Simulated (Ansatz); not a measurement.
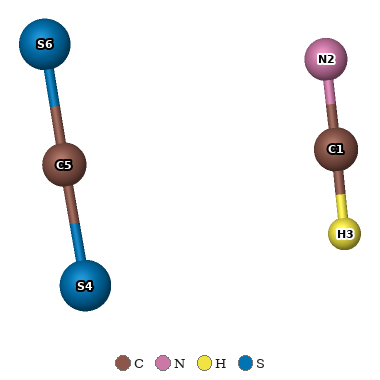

The system is the pair CHN···CS₂; the picture shows the reference structure. Coordinates scanned: (1) separation of S4 and C1 along their line in the relaxed pair; (2) sideways slip of C1, N2, H3. Nothing is relaxed (both partners rigid). The scan uses an 11 × 11 grid. Points are written as (first, second). Energies are in kJ/mol, from the two partners far apart, frozen as in the relaxed pair, each in its own basis (no counterpoise correction). Method: Ansatz 0.2.0, RKS PBE0-D4/def2-SVPD.

Its coordinates:

```yaml
atoms:
  - { symbol: C, position_ang: [-0.1565, 0.0210, -1.7276] }
  - { symbol: N, position_ang: [0.2636, 1.0938, -1.6803] }
  - { symbol: H, position_ang: [-0.5481, -0.9829, -1.7590] }
  - { symbol: S, position_ang: [-0.4244, -1.4855, 1.5702] }
  - { symbol: C, position_ang: [0.1487, -0.0414, 1.7284] }
  - { symbol: S, position_ang: [0.7168, 1.3949, 1.8684] }
```

Range: separation of S4 and C1 along their line in the relaxed pair from 3.054 to 5.054 Å; sideways slip of C1, N2, H3 from −2.20 to 2.20 Å.

**Predict the map.**

The lowest grid point is at (3.608 Å, 0.00 Å), −9.1 kJ/mol from the two partners far apart, frozen as in the relaxed pair, each in its own basis (no counterpoise correction). No other kind of well shows on this grid. The highest grid point, (3.054 Å, 2.20 Å), lies 168.0 kJ/mol above the lowest. Round the minimum the valley is strongly tilted: raising the first coordinate shifts the best value of sideways slip of C1, N2, H3 upwards (coupling k₁₂/√(k₁₁k₂₂) about −0.6).

```csv
"second ↓, first →",3.054,3.133,3.264,3.425,3.608,3.812,4.032,4.268,4.517,4.780,5.054
2.20,158.9,124.2,80.2,43.9,19.2,4.4,−3.0,−5.8,−6.3,−5.8,−4.9
1.76,127.6,97.8,60.7,31.1,11.5,0.3,−4.8,−6.5,−6.4,−5.7,−4.7
1.32,85.9,63.9,37.2,16.5,3.3,−3.7,−6.5,−7.0,−6.4,−5.5,−4.4
0.88,44.7,31.3,15.3,3.4,−3.7,−6.9,−7.7,−7.2,−6.3,−5.2,−4.1
0.44,16.5,9.2,0.8,−5.0,−7.8,−8.6,−8.1,−7.1,−6.0,−4.8,−3.8
0.00,2.9,−1.2,−5.6,−8.2,−9.1,−8.8,−7.8,−6.6,−5.4,−4.3,−3.3
−0.44,−2.0,−4.5,−7.0,−8.3,−8.5,−7.9,−6.9,−5.8,−4.7,−3.7,−2.8
−0.88,−3.4,−5.0,−6.5,−7.3,−7.2,−6.6,−5.8,−4.8,−3.9,−3.1,−2.3
−1.32,−3.9,−4.8,−5.7,−6.0,−5.8,−5.3,−4.6,−3.9,−3.1,−2.4,−1.8
−1.76,−4.1,−4.5,−4.8,−4.8,−4.6,−4.1,−3.6,−3.0,−2.4,−1.9,−1.4
−2.20,−3.9,−4.0,−4.0,−3.9,−3.6,−3.2,−2.8,−2.3,−1.8,−1.4,−1.1
```

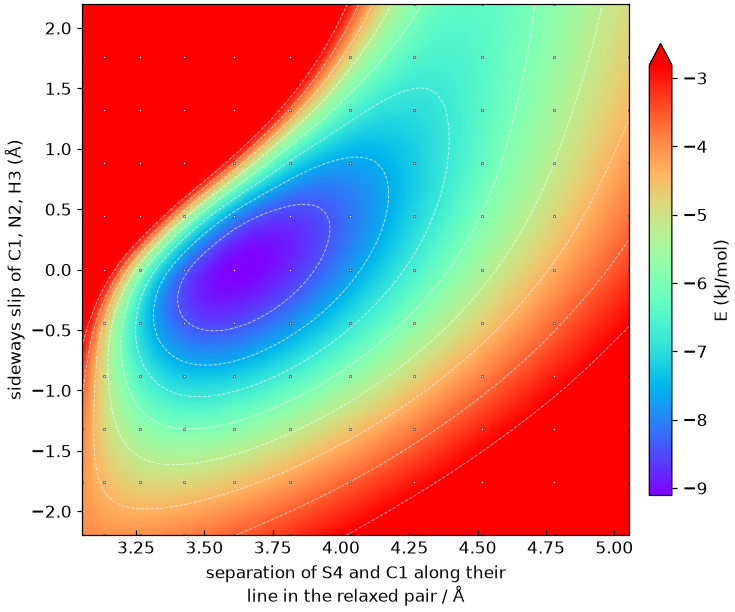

In the figure: a smooth colour map with a few white contour lines, dots at the grid points, one colour for all values above the top of the scale. Between grid points the surface is interpolated.

Time for the 121 points that were run: 15 min on 1 thread of Intel(R) Xeon(R) Processor @ 2.70GHz, with other jobs on the host.
